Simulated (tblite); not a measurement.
Run report: C₆H₁₀GeO, geometry relaxation (part 1 of 3)

System: C₆H₁₀GeO.
Method: GFN2-xTB geometry optimisation, gas phase (tblite 0.8.0).

It belongs to a series of runs on one base structure; here: H on Ge replaced by vinyl.

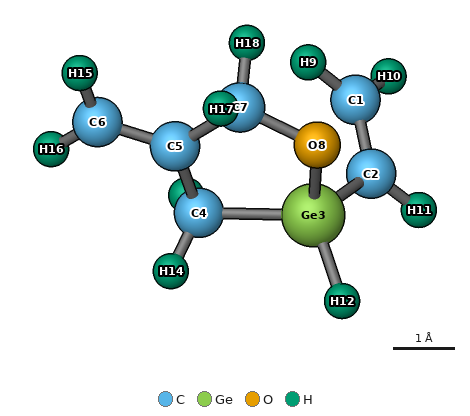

**Figure 1.** The starting structure (ball-and-stick view, seen at a tilt; atoms are numbered from 1 in the order of the input). Sticks mark near contacts. Bond lengths as drawn: C–C 1.34 to 1.51 Å, C–Ge 1.91 Å, C–H 1.07 to 1.11 Å, C–O 1.42 Å, Ge–H 1.55 Å and Ge–O 1.79 Å.

## Key numbers

```csv
quantity,value
outcome,converged
total energy,−649.6088 eV
hardware,"1 CPU thread, shared host"
wall time,1.8 s
peak memory,0.18 GiB
```

## Input
```
{"job": {"kind": "relax", "xc": "GFN2-xTB", "basis": "xTB"}, "charge": 0, "multiplicity": 1}
C      2.618500     0.529300     0.368700
C      2.400500    -0.382600    -0.582700
Ge     0.652000    -1.087800    -0.896600
C     -0.586500     0.326400    -1.240700
C     -1.388700     0.269300     0.022600
C     -2.379300     1.148800     0.228400
C     -1.040900    -0.781700     1.046200
O     -0.056900    -1.708200     0.623300
H      1.791100     0.902600     0.970800
H      3.604600     0.916500     0.549600
H      3.234900    -0.753800    -1.167100
H      0.622400    -2.157400    -2.018800
H     -0.062700     1.291400    -1.327600
H     -1.208800     0.090800    -2.122300
H     -2.955700     1.126300     1.151500
H     -2.615800     1.909900    -0.495500
H     -1.960900    -1.345600     1.314900
H     -0.676400    -0.287800     1.970400
```

The first line tells a small driver script what to run in tblite; the rest is the geometry in Å.

Launched with:
```bash
OMP_NUM_THREADS=1 python <driver script> task.json out
```

## The program's output
```
step      E/eV     max force
  0    -649.23156    1.976
  1    -649.32725    1.573
  2    -649.38507    0.485
  3    -649.41977    0.583
  4    -649.45858    0.520
  5    -649.47769    0.385
  6    -649.49259    0.379
  7    -649.50496    0.305
  8    -649.51874    0.344
  9    -649.52811    0.323
 10    -649.53291    0.242
 11    -649.53616    0.161
 12    -649.53961    0.250
 13    -649.54309    0.228
 14    -649.54532    0.108
 15    -649.54655    0.079
 16    -649.54765    0.094
 17    -649.54887    0.127
 18    -649.54999    0.103
 19    -649.55096    0.078
 20    -649.55187    0.084
 21    -649.55273    0.077
 22    -649.55339    0.064
 23    -649.55383    0.048
 24    -649.55422    0.056
 25    -649.55475    0.069
 26    -649.55552    0.086
 27    -649.55638    0.084
 28    -649.55706    0.063
 29    -649.55757    0.055
 30    -649.55806    0.086
 31    -649.55856    0.087
 32    -649.55906    0.057
 33    -649.55949    0.054
 34    -649.55992    0.062
 35    -649.56045    0.067
 36    -649.56118    0.071
 37    -649.56210    0.074
 38    -649.56297    0.066
 39    -649.56365    0.050
 40    -649.56416    0.045
 41    -649.56459    0.048
 42    -649.56499    0.056
 43    -649.56531    0.040
 44    -649.56554    0.032
 45    -649.56575    0.033
 46    -649.56598    0.034
 47    -649.56619    0.032
 48    -649.56635    0.030
 49    -649.56649    0.031
 50    -649.56663    0.026
 51    -649.56678    0.025
 52    -649.56688    0.020
 53    -649.56694    0.018
 54    -649.56700    0.017
 55    -649.56708    0.021
 56    -649.56719    0.023
 57    -649.56730    0.023
 58    -649.56741    0.025
 59    -649.56754    0.031
 60    -649.56776    0.034
 61    -649.56812    0.049
 62    -649.56863    0.067
 63    -649.56928    0.075
 64    -649.57013    0.070
 65    -649.57132    0.080
 66    -649.57317    0.095
 67    -649.57541    0.155
 68    -649.57056    0.440
 69    -649.56767    0.446
 70    -649.57705    0.179
 71    -649.58029    0.141
 72    -649.58179    0.077
 73    -649.58370    0.139
 74    -649.58472    0.100
 75    -649.58694    0.082
 76    -649.58764    0.077
 77    -649.58876    0.049
 78    -649.58919    0.040
 79    -649.58956    0.041
 80    -649.58979    0.038
 81    -649.59005    0.040
 82    -649.59033    0.035
 83    -649.59057    0.028
 84    -649.59072    0.025
 85    -649.59081    0.021
 86    -649.59093    0.019
 87    -649.59104    0.021
 88    -649.59112    0.019
 89    -649.59119    0.020
 90    -649.59126    0.017
 91    -649.59134    0.017
 92    -649.59141    0.017
 93    -649.59147    0.016
 94    -649.59152    0.019
 95    -649.59159    0.019
 96    -649.59169    0.022
 97    -649.59182    0.028
 98    -649.59198    0.031
 99    -649.59220    0.036
100    -649.59251    0.043
101    -649.59293    0.049
102    -649.59346    0.057
103    -649.59407    0.052
104    -649.59464    0.054
105    -649.59522    0.069
106    -649.59592    0.069
107    -649.59675    0.075
108    -649.59766    0.086
109    -649.59872    0.067
110    -649.59974    0.100
111    -649.60081    0.098
112    -649.60257    0.091
113    -649.60393    0.079
114    -649.60403    0.179
115    -649.60519    0.077
116    -649.60557    0.041
117    -649.60580    0.040
118    -649.60600    0.045
119    -649.60628    0.033
120    -649.60650    0.033
121    -649.60669    0.027
122    -649.60680    0.023
123    -649.60692    0.028
124    -649.60708    0.040
125    -649.60728    0.046
126    -649.60748    0.041
127    -649.60763    0.025
128    -649.60775    0.038
129    -649.60785    0.024
130    -649.60797    0.024
131    -649.60804    0.020
132    -649.60814    0.024
133    -649.60822    0.028
134    -649.60831    0.029
135    -649.60842    0.026
136    -649.60853    0.028
137    -649.60862    0.026
138    -649.60869    0.016
139    -649.60873    0.017
140    -649.60877    0.014
141    -649.60879    0.012
142    -649.60881    0.012
143    -649.60882    0.009
```

## Trajectory as extended XYZ (Å, eV, eV/Å), 27 of the 144 frames kept, from step=0 to step=143
```
18
Properties=species:S:1:pos:R:3:forces:R:3 step=0 energy=-649.23156
C     2.6185    0.5293    0.3687   -0.3250  -0.4830  -0.5390
C     2.4005   -0.3826   -0.5827    1.1040   0.4270   0.6890
Ge    0.6520   -1.0878   -0.8966    0.6420  -1.5600  -0.9220
C    -0.5865    0.3264   -1.2407   -0.3650   0.0750   0.0330
C    -1.3887    0.2693    0.0226   -1.4520   1.3230   0.2100
C    -2.3793    1.1488    0.2284    0.4920  -0.6900   0.4310
C    -1.0409   -0.7817    1.0462   -0.2600  -0.1890   0.4660
O    -0.0569   -1.7082    0.6233   -0.2890   0.4940  -0.3850
H     1.7911    0.9026    0.9708    0.3460  -0.0500  -0.0930
H     3.6046    0.9165    0.5496    0.0270   0.1770   0.1530
H     3.2349   -0.7538   -1.1671   -0.0450   0.0990   0.0640
H     0.6224   -2.1574   -2.0188    0.1110  -0.0030   0.4270
H    -0.0627    1.2914   -1.3276   -0.4900  -0.2290  -0.2360
H    -1.2088    0.0908   -2.1223    0.1870   0.5410   0.3410
H    -2.9557    1.1263    1.1515    0.1060   0.0770  -0.3560
H    -2.6158    1.9099   -0.4955   -0.0230  -0.0560   0.0720
H    -1.9609   -1.3456    1.3149    0.3940   0.1740  -0.0850
H    -0.6764   -0.2878    1.9704   -0.1600  -0.1270  -0.2690
18
Properties=species:S:1:pos:R:3:forces:R:3 step=6 energy=-649.49259
C     2.6400    0.5225    0.3569    0.0830   0.0760   0.1800
C     2.4718   -0.4171   -0.5555    0.1620  -0.0530  -0.1890
Ge    0.7017   -1.1453   -0.9545   -0.0940   0.0710  -0.0750
C    -0.6012    0.2998   -1.2097   -0.1930   0.2700  -0.1830
C    -1.4322    0.2991    0.0385   -0.0720   0.0790  -0.0380
C    -2.4036    1.1680    0.2569   -0.0190  -0.0460   0.0290
C    -1.0602   -0.7646    1.0370    0.0280  -0.1580   0.0730
O    -0.0892   -1.6662    0.5548    0.0100  -0.1550   0.0810
H     1.8214    0.8924    0.9641    0.0560  -0.1230  -0.0950
H     3.6057    0.9557    0.5744    0.0000   0.0270  -0.0420
H     3.2957   -0.7465   -1.1718    0.1110  -0.0090   0.1210
H     0.6459   -2.2453   -2.0011    0.0940  -0.1250   0.1780
H    -0.1274    1.2676   -1.3543    0.1370   0.1640   0.1040
H    -1.2188    0.1641   -2.0940   -0.2070  -0.1410  -0.0620
H    -2.9881    1.1451    1.1629    0.0060   0.0690  -0.0890
H    -2.6360    1.9164   -0.4803   -0.1050   0.0710   0.0830
H    -1.9456   -1.3485    1.3141   -0.0360  -0.0110  -0.0280
H    -0.6887   -0.2908    1.9568    0.0380  -0.0070  -0.0510
18
Properties=species:S:1:pos:R:3:forces:R:3 step=11 energy=-649.53616
C     2.6677    0.5111    0.3590   -0.0280  -0.0090  -0.0620
C     2.5101   -0.4226   -0.5651   -0.0320   0.0230  -0.0480
Ge    0.7030   -1.1327   -0.9776   -0.0010   0.1280   0.0980
C    -0.6325    0.3285   -1.2248    0.0710  -0.0660  -0.0310
C    -1.4489    0.3061    0.0376   -0.0200   0.0290  -0.0560
C    -2.4204    1.1750    0.2642    0.0260  -0.0530   0.0120
C    -1.0641   -0.7737    1.0279   -0.0120   0.0070  -0.0300
O    -0.0989   -1.6756    0.5356   -0.0010   0.0670  -0.0800
H     1.8339    0.8638    0.9484   -0.0230  -0.0200  -0.0010
H     3.6167    0.9768    0.5783    0.0510  -0.0690   0.0000
H     3.3556   -0.7518   -1.1533   -0.0350  -0.0370   0.0300
H     0.6782   -2.3082   -1.9516    0.0570   0.0280   0.1420
H    -0.1310    1.2927   -1.3456   -0.1020  -0.0440  -0.0190
H    -1.2695    0.1685   -2.0978    0.0370   0.0480   0.0570
H    -3.0078    1.1645    1.1648   -0.0030  -0.0420   0.0610
H    -2.6669    1.9353   -0.4560   -0.0070   0.0350  -0.0160
H    -1.9511   -1.3551    1.3090    0.0090   0.0120  -0.0260
H    -0.6828   -0.2962    1.9421    0.0140  -0.0340  -0.0320
18
Properties=species:S:1:pos:R:3:forces:R:3 step=16 energy=-649.54765
C     2.6731    0.5109    0.3512    0.0320   0.0070   0.0280
C     2.5134   -0.4158   -0.5774   -0.0180  -0.0150   0.0250
Ge    0.7071   -1.1086   -0.9715    0.0180  -0.0660  -0.0640
C    -0.6365    0.3309   -1.2299   -0.0460   0.0380   0.0300
C    -1.4557    0.3088    0.0300    0.0120  -0.0250   0.0360
C    -2.4268    1.1741    0.2667   -0.0160   0.0330  -0.0010
C    -1.0676   -0.7727    1.0168   -0.0030   0.0240  -0.0060
O    -0.1024   -1.6670    0.5174   -0.0090  -0.0120   0.0250
H     1.8346    0.8527    0.9403    0.0150   0.0660  -0.0080
H     3.6286    0.9588    0.5791    0.0200  -0.0280   0.0390
H     3.3622   -0.7659   -1.1450   -0.0170  -0.0190  -0.0560
H     0.7051   -2.3142   -1.8938    0.0340  -0.0020   0.0190
H    -0.1521    1.2995   -1.3503   -0.0060   0.0620  -0.0360
H    -1.2779    0.1751   -2.0958    0.0030  -0.0250  -0.0620
H    -3.0069    1.1556    1.1737    0.0150  -0.0360   0.0060
H    -2.6768    1.9436   -0.4455   -0.0030  -0.0180   0.0260
H    -1.9520   -1.3553    1.2988   -0.0100  -0.0130  -0.0160
H    -0.6778   -0.3041    1.9301   -0.0200   0.0290   0.0160
18
Properties=species:S:1:pos:R:3:forces:R:3 step=22 energy=-649.55339
C     2.6872    0.5073    0.3543    0.0030   0.0090  -0.0020
C     2.5128   -0.4152   -0.5771    0.0210   0.0310   0.0030
Ge    0.7066   -1.1013   -0.9769   -0.0030   0.0570   0.0280
C    -0.6451    0.3424   -1.2378   -0.0100  -0.0160  -0.0090
C    -1.4592    0.3122    0.0262   -0.0140   0.0170  -0.0160
C    -2.4308    1.1740    0.2751   -0.0020  -0.0180   0.0000
C    -1.0715   -0.7691    1.0117    0.0020  -0.0180  -0.0020
O    -0.1055   -1.6604    0.5118    0.0210   0.0010   0.0070
H     1.8488    0.8766    0.9291    0.0410   0.0060  -0.0010
H     3.6491    0.9335    0.5988    0.0100  -0.0350  -0.0090
H     3.3507   -0.7795   -1.1551   -0.0080  -0.0020   0.0390
H     0.7372   -2.3299   -1.8607   -0.0070  -0.0130  -0.0470
H    -0.1752    1.3201   -1.3670   -0.0040  -0.0520  -0.0070
H    -1.2789    0.1695   -2.1089   -0.0080  -0.0060   0.0250
H    -3.0043    1.1366    1.1860    0.0090   0.0050  -0.0090
H    -2.6881    1.9461   -0.4296   -0.0260   0.0170   0.0160
H    -1.9550   -1.3577    1.2870   -0.0020   0.0190  -0.0020
H    -0.6874   -0.2990    1.9279   -0.0230  -0.0020  -0.0130
18
Properties=species:S:1:pos:R:3:forces:R:3 step=28 energy=-649.55706
C     2.7068    0.5118    0.3582    0.0100  -0.0150   0.0000
C     2.5122   -0.4020   -0.5767    0.0100  -0.0390   0.0110
Ge    0.7081   -1.0910   -0.9791   -0.0210  -0.0130   0.0060
C    -0.6575    0.3368   -1.2456    0.0080  -0.0070  -0.0320
C    -1.4668    0.3132    0.0189   -0.0090   0.0060  -0.0100
C    -2.4387    1.1715    0.2779   -0.0020   0.0110   0.0180
C    -1.0764   -0.7677    1.0041   -0.0150   0.0150   0.0200
O    -0.0958   -1.6500    0.5167   -0.0240   0.0230  -0.0110
H     1.8794    0.9081    0.9285    0.0120   0.0120   0.0140
H     3.6832    0.8970    0.6107    0.0150   0.0150  -0.0110
H     3.3455   -0.7928   -1.1415    0.0350  -0.0050   0.0040
H     0.7531   -2.3271   -1.8647   -0.0090   0.0610   0.0120
H    -0.1880    1.3115   -1.3861   -0.0070   0.0110  -0.0060
H    -1.2927    0.1552   -2.1122   -0.0260  -0.0160  -0.0140
H    -2.9993    1.1248    1.1953   -0.0170  -0.0030   0.0320
H    -2.7119    1.9549   -0.4080    0.0160  -0.0170  -0.0330
H    -1.9616   -1.3543    1.2756    0.0030  -0.0540  -0.0250
H    -0.7084   -0.2934    1.9230    0.0220   0.0140   0.0240
18
Properties=species:S:1:pos:R:3:forces:R:3 step=33 energy=-649.55949
C     2.7233    0.5104    0.3612    0.0210  -0.0010   0.0110
C     2.5180   -0.4050   -0.5705    0.0010  -0.0020   0.0160
Ge    0.7072   -1.0812   -0.9767    0.0240   0.0120  -0.0070
C    -0.6695    0.3332   -1.2547   -0.0190   0.0190   0.0360
C    -1.4751    0.3154    0.0148    0.0060  -0.0160   0.0230
C    -2.4449    1.1733    0.2836   -0.0020   0.0000  -0.0140
C    -1.0832   -0.7638    1.0031    0.0110  -0.0130  -0.0220
O    -0.0958   -1.6387    0.5171    0.0240  -0.0120   0.0080
H     1.9056    0.9278    0.9313    0.0080  -0.0190  -0.0090
H     3.7070    0.8793    0.6117    0.0060   0.0160  -0.0120
H     3.3536   -0.8035   -1.1286   -0.0170  -0.0210   0.0060
H     0.7583   -2.3096   -1.8674   -0.0120   0.0110  -0.0040
H    -0.2004    1.3069   -1.4014   -0.0420   0.0280  -0.0180
H    -1.3093    0.1419   -2.1171    0.0130  -0.0090   0.0080
H    -2.9992    1.1194    1.2063    0.0080   0.0250  -0.0240
H    -2.7231    1.9545   -0.4035   -0.0010  -0.0130   0.0020
H    -1.9628   -1.3661    1.2615    0.0080   0.0210   0.0160
H    -0.7184   -0.2877    1.9243   -0.0370  -0.0250  -0.0150
18
Properties=species:S:1:pos:R:3:forces:R:3 step=38 energy=-649.56297
C     2.7656    0.5063    0.3712   -0.0110   0.0260  -0.0280
C     2.5313   -0.4114   -0.5506    0.0250   0.0210  -0.0290
Ge    0.7132   -1.0511   -0.9725   -0.0060   0.0020  -0.0010
C    -0.6936    0.3360   -1.2615    0.0550  -0.0120  -0.0350
C    -1.4880    0.3147    0.0127   -0.0070   0.0100  -0.0270
C    -2.4554    1.1724    0.2893    0.0000  -0.0060  -0.0030
C    -1.0913   -0.7664    0.9936   -0.0160  -0.0090   0.0450
O    -0.0817   -1.6212    0.5202   -0.0040   0.0190  -0.0020
H     1.9605    0.9570    0.9315   -0.0130  -0.0020   0.0270
H     3.7593    0.8534    0.6101    0.0200  -0.0010   0.0170
H     3.3555   -0.8392   -1.1029    0.0080  -0.0330  -0.0140
H     0.7641   -2.2708   -1.8729   -0.0020  -0.0130  -0.0230
H    -0.2560    1.3191   -1.4402   -0.0370   0.0220   0.0330
H    -1.3305    0.1083   -2.1185    0.0100  -0.0350   0.0330
H    -2.9978    1.1223    1.2178   -0.0250   0.0100   0.0080
H    -2.7442    1.9481   -0.3973    0.0020   0.0320  -0.0230
H    -1.9638   -1.3808    1.2418   -0.0400  -0.0320  -0.0230
H    -0.7558   -0.2904    1.9232    0.0400   0.0030   0.0450
18
Properties=species:S:1:pos:R:3:forces:R:3 step=44 energy=-649.56554
C     2.7890    0.5101    0.3700    0.0090  -0.0180   0.0010
C     2.5443   -0.4104   -0.5465   -0.0070  -0.0100  -0.0080
Ge    0.7198   -1.0344   -0.9683   -0.0170  -0.0100  -0.0150
C    -0.7009    0.3367   -1.2619   -0.0040  -0.0050   0.0130
C    -1.4952    0.3146    0.0134    0.0010   0.0030   0.0140
C    -2.4617    1.1739    0.2880   -0.0050   0.0170   0.0040
C    -1.0994   -0.7676    0.9955    0.0110  -0.0080  -0.0080
O    -0.0752   -1.6075    0.5246    0.0120  -0.0110  -0.0020
H     1.9905    0.9685    0.9350    0.0000   0.0080  -0.0240
H     3.7881    0.8415    0.6114    0.0070  -0.0010   0.0090
H     3.3591   -0.8659   -1.0915    0.0160   0.0260  -0.0100
H     0.7620   -2.2474   -1.8863    0.0030   0.0240   0.0210
H    -0.2990    1.3325   -1.4522    0.0010  -0.0150   0.0060
H    -1.3364    0.0756   -2.1104    0.0090  -0.0130   0.0100
H    -3.0027    1.1299    1.2177   -0.0250   0.0000   0.0020
H    -2.7503    1.9487   -0.4008    0.0110   0.0150  -0.0120
H    -1.9696   -1.3950    1.2251    0.0030   0.0100  -0.0020
H    -0.7709   -0.2975    1.9323   -0.0260  -0.0100   0.0010
18
Properties=species:S:1:pos:R:3:forces:R:3 step=50 energy=-649.56663
C     2.8025    0.5072    0.3686    0.0040   0.0130   0.0020
C     2.5516   -0.4110   -0.5486    0.0110   0.0100   0.0030
Ge    0.7221   -1.0247   -0.9658    0.0200  -0.0060   0.0140
C    -0.7060    0.3351   -1.2572   -0.0140   0.0120   0.0120
C    -1.4996    0.3165    0.0183    0.0060  -0.0130   0.0100
C    -2.4651    1.1789    0.2894    0.0020  -0.0050  -0.0060
C    -1.1033   -0.7702    0.9959   -0.0140   0.0050  -0.0050
O    -0.0702   -1.6017    0.5273   -0.0090   0.0140   0.0160
H     2.0055    0.9771    0.9259   -0.0010  -0.0040  -0.0040
H     3.8033    0.8313    0.6151   -0.0070  -0.0100  -0.0080
H     3.3665   -0.8689   -1.0920   -0.0050   0.0010  -0.0100
H     0.7626   -2.2317   -1.8877    0.0000  -0.0060   0.0010
H    -0.3185    1.3339   -1.4562    0.0110   0.0020  -0.0200
H    -1.3378    0.0531   -2.1015   -0.0110   0.0130  -0.0020
H    -3.0157    1.1352    1.2145    0.0060   0.0080  -0.0170
H    -2.7467    1.9538   -0.4040    0.0130  -0.0110   0.0190
H    -1.9731   -1.4019    1.2137    0.0010  -0.0130  -0.0010
H    -0.7868   -0.3056    1.9394   -0.0130  -0.0100  -0.0060
18
Properties=species:S:1:pos:R:3:forces:R:3 step=55 energy=-649.56708
C     2.8126    0.5083    0.3678   -0.0040  -0.0050  -0.0080
C     2.5574   -0.4089   -0.5489   -0.0100  -0.0010  -0.0070
Ge    0.7251   -1.0187   -0.9617   -0.0080   0.0070  -0.0010
C    -0.7105    0.3357   -1.2560    0.0140  -0.0110  -0.0120
C    -1.5021    0.3163    0.0202   -0.0070   0.0090  -0.0100
C    -2.4669    1.1793    0.2906    0.0040   0.0040   0.0050
C    -1.1092   -0.7723    0.9952    0.0020  -0.0090   0.0080
O    -0.0669   -1.5949    0.5327    0.0160  -0.0040   0.0000
H     2.0164    0.9839    0.9211    0.0050  -0.0010   0.0110
H     3.8155    0.8217    0.6163    0.0060   0.0160  -0.0010
H     3.3687   -0.8720   -1.0933   -0.0040  -0.0010   0.0010
H     0.7655   -2.2248   -1.8855    0.0000  -0.0090   0.0050
H    -0.3279    1.3343   -1.4665    0.0010   0.0000   0.0090
H    -1.3434    0.0454   -2.0970   -0.0030   0.0020   0.0010
H    -3.0207    1.1381    1.2129    0.0020  -0.0050   0.0110
H    -2.7440    1.9561   -0.4010    0.0020   0.0130  -0.0130
H    -1.9761   -1.4104    1.2056   -0.0070  -0.0090  -0.0130
H    -0.8020   -0.3107    1.9425   -0.0110   0.0040   0.0160
18
Properties=species:S:1:pos:R:3:forces:R:3 step=60 energy=-649.56776
C     2.8144    0.5107    0.3615    0.0030   0.0070   0.0220
C     2.5573   -0.4047   -0.5566    0.0130  -0.0020   0.0220
Ge    0.7249   -1.0199   -0.9569    0.0060  -0.0140  -0.0080
C    -0.7078    0.3335   -1.2533   -0.0260   0.0070   0.0110
C    -1.5013    0.3158    0.0232    0.0150  -0.0150   0.0100
C    -2.4629    1.1839    0.2898    0.0100   0.0020  -0.0020
C    -1.1149   -0.7780    0.9983   -0.0020   0.0170  -0.0190
O    -0.0582   -1.5896    0.5453   -0.0100   0.0300   0.0060
H     2.0192    0.9798    0.9219   -0.0060   0.0020   0.0020
H     3.8159    0.8302    0.6116   -0.0080  -0.0080  -0.0320
H     3.3674   -0.8663   -1.1037   -0.0030   0.0050  -0.0110
H     0.7637   -2.2289   -1.8786   -0.0020  -0.0040   0.0100
H    -0.3227    1.3312   -1.4656   -0.0050  -0.0120   0.0230
H    -1.3468    0.0476   -2.0912    0.0150  -0.0110  -0.0120
H    -3.0233    1.1421    1.2088    0.0120   0.0140  -0.0100
H    -2.7278    1.9637   -0.4048   -0.0080  -0.0160   0.0260
H    -1.9803   -1.4252    1.1915    0.0110   0.0150  -0.0210
H    -0.8254   -0.3196    1.9539   -0.0150  -0.0170  -0.0190
```
